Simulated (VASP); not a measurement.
Band structure of ScCl₃ (space group R-3). All values below come from PBEsol GGA, VASP's PBE PAW potentials (set 64) (plane waves; VASP).

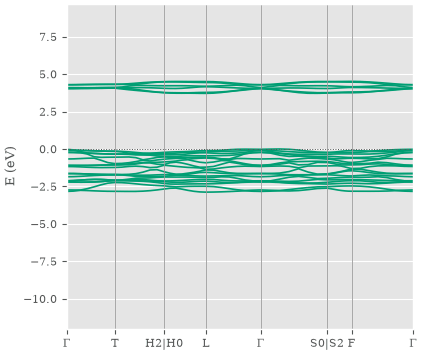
*Bands along high-symmetry lines, zero at the valence-band maximum or, without a gap, the Fermi level*

### Question
Read the plot: is there a gap, and where are the band edges?

### Answer
The gap is indirect, 3.71 eV, from the valence maximum at Γ-S0 at 0.29 to the conduction minimum at L.

The structure comes from a computed database's ScCl3 entry (R-3); how it stands against other phases isn't given here. The cell was not relaxed at this level.
